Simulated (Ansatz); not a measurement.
ZnH$_{4}$O$_{2}$: several calculations on one system

### Relaxation

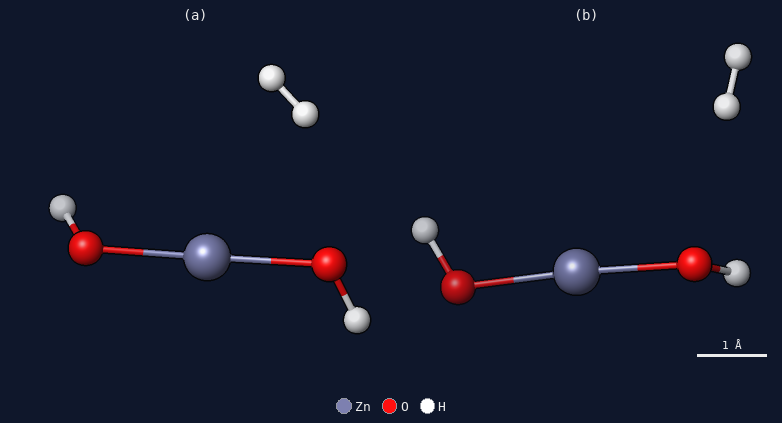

The structure of ZnH4O2 before (left) and after (right) a relaxation, at one scale.

The picture is a ball-and-stick view, seen face on.

The run prepares an end point of a later path (reaction) calculation, from a guessed geometry.

The calculation used RKS B3LYP/def2-SVP in Ansatz.

The input:
```yaml
crystal:
  periodic: [false, false, false]
  atoms:
    - { symbol: Zn, position_ang: [-0.286793, -0.058378, 0.092792] }
    - { symbol: O, position_ang: [-0.27877, 0.02311, 1.878052] }
    - { symbol: H, position_ang: [-1.125621, -0.144655, 2.309476] }
    - { symbol: O, position_ang: [-0.236671, -0.004727, -1.680938] }
    - { symbol: H, position_ang: [0.169054, -0.785845, -2.078491] }
    - { symbol: H, position_ang: [2.314051, -0.581466, 0.8955] }
    - { symbol: H, position_ang: [1.82285, -0.488641, 1.411409] }
basis:
  gaussian: { orbitals: def2-SVP }
hamiltonian:
  xc: b3lyp
relax:
  f_tol: 0.03
  max_steps: 50
output:
  orbitals: {}
```

Command:
```bash
ansatz run input.yaml --threads 1 --pin off --max-ram 2048MiB --backend cpu --events-out ev --progress --plain --runs-dir out
```

### What changed between the two?

After 14 accepted moves (18 points after the start) the energy has fallen by 10.3 kJ/mol. Largest force component: 1.3 eV/Å at the start, 0.018 eV/Å at the end. The line search rejected the trial steps at points 2, 6, 11, 14 of the run. The forces were under the threshold at step 13, but the run went on from there. The largest move after the best rigid fit is that of H6, 1.14 Å. By element the largest moves are H 1.14 Å, O 0.72 Å, Zn 0.38 Å. Among the contacts that change: H6–H7 0.718 → 0.764 Å, Zn1–O2 1.787 → 1.782 Å. Cost: 56 s on 1 thread of Arm Neoverse V2, with other jobs on the host, peak memory 0.15 GiB.

Limits of the set-up: the start holds two separate molecules, 2.2 Å apart at their closest, whose relative position is a soft coordinate and is computed without a dispersion correction.

### Relaxation

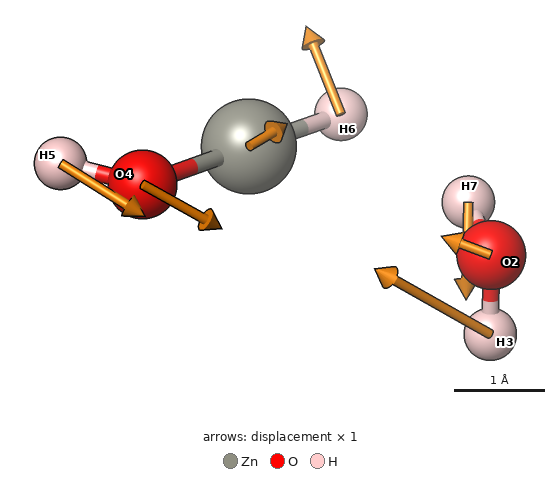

This is a relaxation of ZnH4O2. The starting structure is drawn; orange arrows show the displacements, at their true length. The two geometries are superimposed by the best rigid fit.

The picture is a ball-and-stick view, seen from a free direction.

The run prepares an end point of a later path (reaction) calculation, from a guessed geometry.

Theory: RKS B3LYP/def2-SVP in Ansatz.

Input file:
```yaml
crystal:
  periodic: [false, false, false]
  atoms:
    - { symbol: Zn, position_ang: [0.857046, -0.365633, -0.45768] }
    - { symbol: O, position_ang: [-0.163679, 0.232402, 2.277917] }
    - { symbol: H, position_ang: [-0.58074, -0.56734, 2.627245] }
    - { symbol: O, position_ang: [-0.331303, -0.178397, -1.768544] }
    - { symbol: H, position_ang: [-0.059818, -0.54852, -2.618798] }
    - { symbol: H, position_ang: [1.898275, -0.553242, 0.687934] }
    - { symbol: H, position_ang: [0.758319, -0.05987, 2.079727] }
basis:
  gaussian: { orbitals: def2-SVP }
hamiltonian:
  xc: b3lyp
relax:
  f_tol: 0.03
  max_steps: 50
```

Run as
```bash
ansatz run input.yaml --threads 1 --pin off --max-ram 2048MiB --backend cpu --events-out ev --progress --plain --runs-dir out
```

Which element moves most?

Answer. Hydrogen: up to 1.75 Å, against 1.12 Å for oxygen.

Describe the change and its energy.

Answer. After 15 accepted moves (17 points after the start) the energy has fallen by 15.2 kcal/mol. The largest force component goes from 0.72 to 0.016 eV/Å. The line search rejected the trial steps at points 13, 15 of the run. The atom that moves furthest after the best rigid fit is H3 (1.75 Å). By element the largest moves are H 1.75 Å, O 1.12 Å, Zn 0.65 Å. Some distances before and after: Zn1–H3 3.409 → 2.252 Å, Zn1–O2 2.980 → 2.218 Å, Zn1–O4 1.779 → 1.838 Å, Zn1–H6 1.559 → 1.532 Å. New bonds form, among them: Zn1–O2 (2.98 → 2.22 Å). Among the angles between lasting bonds that change: O4–Zn1–H6 179.1° → 163.9°, Zn1–O4–H5 114.9° → 123.3°, H3–O2–H7 103.3° → 106.0°.

### Path

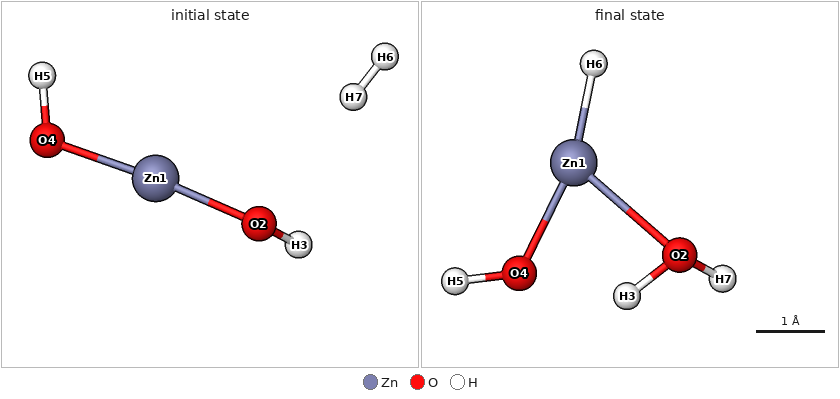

The two relaxed end points of a path for ZnH4O2, made up at the start of ZnH$_{2}$O$_{2}$ and H$_{2}$. The picture is a ball-and-stick view, seen at a tilt.

All numbers below come from RKS B3LYP/def2-SVP in Ansatz.

Run with 7 movable images; climbing image; force threshold 0.05 eV/Å; iteration limit 60.

Start:
```xyz
7

Zn   -0.5213   -0.0160   -0.1984
O    -0.2182    0.3064    1.5282
H    -0.4738   -0.4194    2.1129
O    -0.9025   -0.1860   -1.9224
H    -0.1490   -0.4569   -2.4632
H     2.6612   -0.8011    1.9384
H     1.9817   -0.4676    1.8323
```

End:
```xyz
7

Zn    1.3459   -0.2902    0.0163
O    -0.0524    0.0449    1.7054
H    -0.6892   -0.0434    0.9478
O    -0.3375   -0.4092   -0.7119
H    -0.5122   -0.3328   -1.6552
H     2.8632   -0.3136    0.2269
H    -0.2397   -0.6962    2.2984
```

What barrier does the band find between them, and by what path?

The highest point, image 3, lies 0.88 eV above the start and 1.51 eV above the end; the end is at −0.64 eV relative to the start. Breaking: H6–H7 (0.76 → 1.00 at the top → 3.75 Å). Forming: O2–H7 (2.35 → 1.31 at the top → 0.97 Å), Zn1–H6 (3.91 → 1.90 at the top → 1.53 Å). The band converged in 15 iterations, with a climbing image at the top. At the top, the vibrational analysis gives one imaginary mode (1201i cm⁻¹), as a transition state must have.

Energies of the converged images:

```csv
image,path (Å),E (eV)
0,0.00,0.000
1,0.80,0.010
2,1.60,0.151
3,2.40,0.878
4,3.14,-0.079
5,3.88,-0.302
6,4.61,-0.410
7,5.35,-0.533
8,6.09,-0.635
```

The geometry at the top of the path:

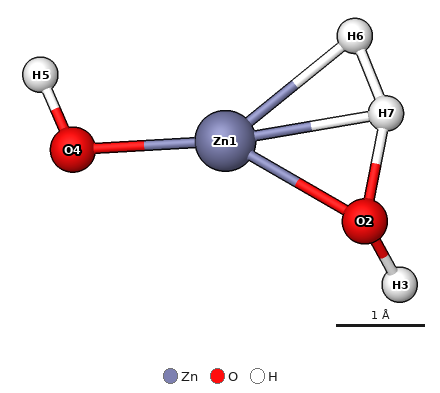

Limits of the set-up: the start holds two separate molecules, 2.4 Å apart at their closest, whose relative position is a soft coordinate and is computed without a dispersion correction.

Cost: 5.3 min on 1 thread of Arm Neoverse V2, with other jobs on the host, peak memory 0.15 GiB.
